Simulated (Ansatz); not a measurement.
# One shape, several levels: BSiH2Cl (SMILES B[Si]Cl)

We compute a comparison of 5 runs (U-wB97M-V/STO-3G, UB2PLYP/STO-3G, UB3LYP/STO-3G, UPBE/STO-3G, UBCCD(T)/STO-3G) of BSiH2Cl. 

The calculation is run with Ansatz 0.2.0.

72 further runs of the same task are left out: 4 that didn't finish, 68 set aside as unsound or not needed.

### Step 1. The molecule

The species is BSiH2Cl (5 atoms), meant as a triplet with charge 0. As SMILES, `B[Si]Cl`. The Si2–B1 distance was set to 3.771 Å, away from the relaxed value. At this shape a bond of the SMILES string is far longer than usual.

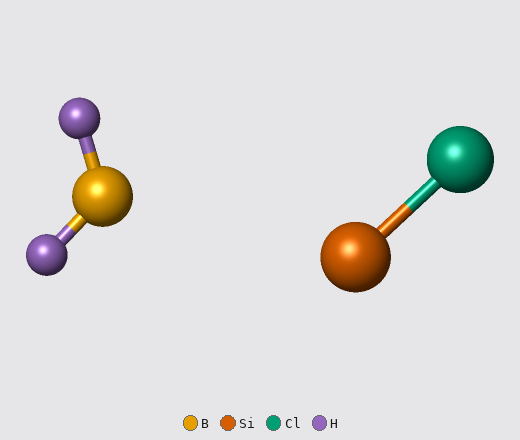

Viewed from a chosen angle; boron amber, silicon orange, chlorine teal, hydrogen purple.

### Step 2. The energy at U-wB97M-V/STO-3G (run 1)

The input, in.yaml:

```yaml
crystal:
  periodic: [false, false, false]
  atoms:
    - {symbol: B, position_ang: [-1.682781, 1.817851, -0.962571]}
    - {symbol: Si, position_ang: [0.334580, -1.081930, 0.357550]}
    - {symbol: Cl, position_ang: [2.311390, -0.930270, 0.961480]}
    - {symbol: H, position_ang: [-1.193161, 2.881101, -1.047491]}
    - {symbol: H, position_ang: [-2.796071, 1.662921, -1.289151]}
basis:
  gaussian:
    orbitals: STO-3G
hamiltonian:
  xc: {name: wB97M-V}
magnetization:
  spin_polarized: true
  initial_magnetization: 2
accuracy: high
```

On the command line:

```bash
$ ansatz run in.yaml --threads 1 --pin off --max-ram 2610MiB --events-out events.jsonl --progress --plain --runs-dir runs
```

Log:

```text
Warning: RAYON_NUM_THREADS=1 ignored (pool sized by the plan → 1); use --threads N
Functional definition: wB97M-V
  name "wB97M-V"
  parameter omega = 0.3/bohr
  parameter cx = 0.15
  parameter cx01 = 1.007
  parameter cx10 = 0.259
  parameter css00 = 0.443
  parameter css04 = -1.437
  parameter css10 = -4.535
  parameter css20 = -3.390
  parameter css43 = 4.278
  parameter cos00 = 1.000
  parameter cos10 = 1.358
  parameter cos20 = 2.924
  parameter cos21 = -8.812
  parameter cos60 = -1.390
  parameter cos61 = 9.142
  parameter b = 6.0
  parameter c = 0.01
  gx(w, u) = 1 - cx + cx01*u + cx10*w
  gss(w, u) = css00 + css04*u^4 + css10*w + css20*w^2 + css43*w^4*u^3
  gos(w, u) = cos00 + cos10*w + (cos20 + cos21*u)*w^2 + (cos60 + cos61*u)*w^6
  exchange = spin_sum(e_x_unif_sr(omega)*gx(b97_w, b97_u_x)) + cx*exact_x_sr(omega) + exact_x_lr(omega)
  correlation = spin_sum(e_c_pw_mod_same_spin*gss(b97_w, b97_u_same))
      + integral(e_c_pw_mod_opposite_spin*gos(b97_w_opposite, b97_u_opposite)) + vv10(b, c)
413 factors; integrals over basis functions are off by at most 3.3e-8 eV
177 factors; integrals over basis functions are off by at most 1.4e-9 eV
mean field evaluation 1: about -20862.3198 eV, gradient 1.6e1 eV
mean field evaluation 2: about -20858.4317 eV, gradient 2.2e1 eV
mean field evaluation 4: about -20868.3054 eV, gradient 2.7e0 eV
mean field evaluation 8: about -20868.8259 eV, gradient 2.0e-1 eV
mean field evaluation 16: about -20868.8279 eV, gradient 2.9e-4 eV
mean field evaluation 32: about -20868.8279 eV, gradient 1.6e-7 eV
mean field -20868.82790885 eV, -766.9152802505 hartree, gradient 4.0e-8 eV, S^2 2.001325; 2 other end points of the search recorded, 0 dependent functions left out
reference -20868.82791176 eV, -766.9152803576 hartree; 20, 18 occupied and 5, 7 virtual orbitals, 413 factors
Total energy: -20868.82791176 eV, -766.9152803576 hartree
```

Wall time 57 s (1 thread of Arm Neoverse V1, shared host); peak memory 0.56 GiB.

### Step 3. The energy at UB2PLYP/STO-3G (run 2)

The input, run.yaml:

```yaml
crystal:
  periodic: [false, false, false]
  atoms:
    - {symbol: B, position_ang: [-1.682781, 1.817851, -0.962571]}
    - {symbol: Si, position_ang: [0.334580, -1.081930, 0.357550]}
    - {symbol: Cl, position_ang: [2.311390, -0.930270, 0.961480]}
    - {symbol: H, position_ang: [-1.193161, 2.881101, -1.047491]}
    - {symbol: H, position_ang: [-2.796071, 1.662921, -1.289151]}
basis:
  gaussian:
    orbitals: STO-3G
magnetization:
  spin_polarized: true
  initial_magnetization: 2
hamiltonian:
  xc: {name: B2PLYP}
correlation:
  frozen_orbitals: {B: 1, Cl: 5, H: 0, Si: 5}
accuracy: high
```

On the command line:

```bash
$ ansatz run run.yaml --threads 1 --pin off --max-ram 2610MiB --events-out events.jsonl --progress --plain --runs-dir runs
```

Log (excerpt; [...] marks lines left out):

```text
Warning: RAYON_NUM_THREADS=1 ignored (pool sized by the plan → 1); use --threads N
Functional definition: B2PLYP
  name "B2PLYP"
[...]
413 factors; integrals over basis functions are off by at most 3.3e-8 eV
[...]
mean field -20857.47246622 eV, -766.4979754311 hartree, gradient 2.2e-8 eV, S^2 2.002051; 3 other end points of the search recorded, 0 dependent functions left out
11 core orbitals not correlated: weight in the atoms' cores, before any rotation towards them, 1.000 or more for the frozen orbitals, at most 0.000 for the correlated occupied ones
reference -20857.47248822 eV, -766.4979762395 hartree; 9, 7 occupied and 5, 7 virtual orbitals, 413 factors
second order -1.69525043 eV of doubles, -0.00000000 eV of singles
Total energy: -20857.93020584 eV, -766.5147970516 hartree
```

It took 4.5 s on 1 thread of Arm Neoverse V1, shared host; peak memory 0.15 GiB.

### Step 4. A single-point energy at UB3LYP/STO-3G (run 3)

The input, input.yaml:

```yaml
crystal:
  periodic: [false, false, false]
  atoms:
    - {symbol: B, position_ang: [-1.682781, 1.817851, -0.962571]}
    - {symbol: Si, position_ang: [0.334580, -1.081930, 0.357550]}
    - {symbol: Cl, position_ang: [2.311390, -0.930270, 0.961480]}
    - {symbol: H, position_ang: [-1.193161, 2.881101, -1.047491]}
    - {symbol: H, position_ang: [-2.796071, 1.662921, -1.289151]}
basis:
  gaussian:
    orbitals: STO-3G
total_charge: 0
magnetization:
  spin_polarized: true
  initial_magnetization: 2
hamiltonian:
  xc: {name: B3LYP}
accuracy: high
```

On the command line:

```bash
$ ansatz run input.yaml --threads 1 --pin off --max-ram 2610MiB --events-out events.jsonl --progress --plain --runs-dir runs
```

Log:

```text
Warning: RAYON_NUM_THREADS=1 ignored (pool sized by the plan → 1); use --threads N
Functional definition: B3LYP
  name "B3LYP"
  parameter a0 = 0.2
  parameter ax = 0.72
  parameter ac = 0.81
  exchange = (1 - a0 - ax)*slater_x + ax*b88_x + a0*exact_x
  correlation = (1 - ac)*vwn_rpa_c + ac*lyp_c
413 factors; integrals over basis functions are off by at most 3.3e-8 eV
mean field evaluation 1: about -20858.4071 eV, gradient 1.6e1 eV
mean field evaluation 2: about -20770.6256 eV, gradient 3.2e1 eV
mean field evaluation 4: about -20864.7887 eV, gradient 1.3e1 eV
mean field evaluation 8: about -20864.7716 eV, gradient 1.3e1 eV
mean field evaluation 16: about -20867.3767 eV, gradient 9.6e-9 eV
mean field -20867.37673585 eV, -766.8619506265 hartree, gradient 2.2e-8 eV, S^2 2.001482; 4 other end points of the search recorded, 0 dependent functions left out
reference -20867.37677005 eV, -766.8619518835 hartree; 20, 18 occupied and 5, 7 virtual orbitals, 413 factors
Total energy: -20867.37677005 eV, -766.8619518835 hartree
```

It took 3.6 s on 1 thread of Arm Neoverse V1, shared host; peak memory 0.15 GiB.

Run 4 isn't shown in full; the table further down has it.

### Step 5. The energy at UBCCD(T)/STO-3G (run 5)

The input, job.yaml:

```yaml
crystal:
  periodic: [false, false, false]
  atoms:
    - {symbol: B, position_ang: [-1.682781, 1.817851, -0.962571]}
    - {symbol: Si, position_ang: [0.334580, -1.081930, 0.357550]}
    - {symbol: Cl, position_ang: [2.311390, -0.930270, 0.961480]}
    - {symbol: H, position_ang: [-1.193161, 2.881101, -1.047491]}
    - {symbol: H, position_ang: [-2.796071, 1.662921, -1.289151]}
basis:
  gaussian: {orbitals: STO-3G}
scf: {omitted_lower_state_checks: [cluster_reference, increment]}
accuracy: high
correlation: {method: bccd_t, frozen_orbitals: {B: 1, Cl: 5, H: 0, Si: 5}}
magnetization: {spin_polarized: true, initial_magnetization: 2}
```

On the command line:

```bash
$ ansatz run job.yaml --threads 1 --pin off --max-ram 2610MiB --events-out events.jsonl --progress --plain --runs-dir runs
```

Log:

```text
Warning: RAYON_NUM_THREADS=1 ignored (pool sized by the plan → 1); use --threads N
[... 13 lines left out ...]
11 core orbitals not correlated: weight in the atoms' cores, before any rotation towards them, 1.000 or more for the frozen orbitals, at most 0.000 for the correlated occupied ones
[... 44 lines left out ...]
Total energy: -20834.19550935 eV, -765.6425630436 hartree
Checks for a lower state left out: cluster_reference, increment
```

It took 0.74 s on 1 thread of Arm Neoverse V1, shared host.

### Step 6. Overview of the runs

| run | level | frozen core orbitals | energy (Eh) | ⟨S²⟩ | wall time |
| --- | --- | --- | --- | --- | --- |
| 1 | U-wB97M-V/STO-3G | – | -766.915280 | 2.001 | 57 s |
| 2 | UB2PLYP/STO-3G | 11 | -766.514797 | 2.002 | 4.5 s |
| 3 | UB3LYP/STO-3G | – | -766.861952 | 2.001 | 3.6 s |
| 4 | UPBE/STO-3G | – | -766.437325 | 2.003 | 3.3 s |
| 5 | UBCCD(T)/STO-3G | 11 | -765.642563 | 2.004 | 0.74 s |

### Step 7. Results

| quantity | value |
| --- | --- |
| run 5: total energy | -765.64256 Eh |
| run 5: correlation energy (11 core orbitals frozen) | -68.5 mEh |
| run 5: (T) correction | -1.46 mEh |
| run 5: ⟨S²⟩ of the reference determinant | 2.004 |

What this shows: Totals of different functionals can't be ranked against each other. In runs 1, 2, 3, 4, 5 the basis is minimal, so the values are rough. All runs together took 70 s, the longest 57 s.
